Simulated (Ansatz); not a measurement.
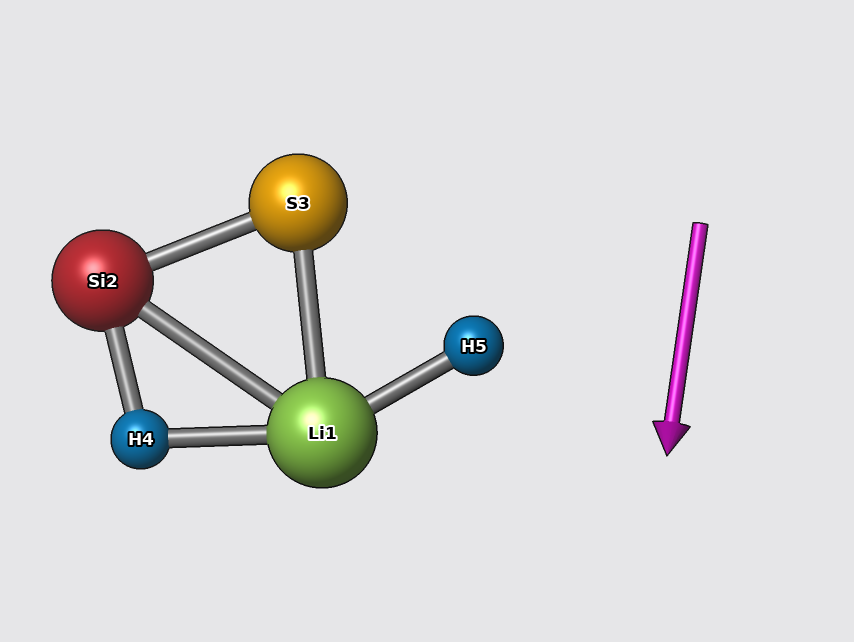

The arrow beside the molecule shows the direction of the dipole moment, from the negative to the positive end (its length means nothing). State: neutral, doublet. The geometry was computed by an optimisation with PBE-D4/def2-SVP. No frequency run is at hand to confirm it as a minimum. Method: UKS PBE-D4/def2-SVP (Ansatz 0.2.0).

Estimate the dipole moment.

3.38 D; it points from the side of S3 to the side of H4 (the outermost atoms at the two ends).
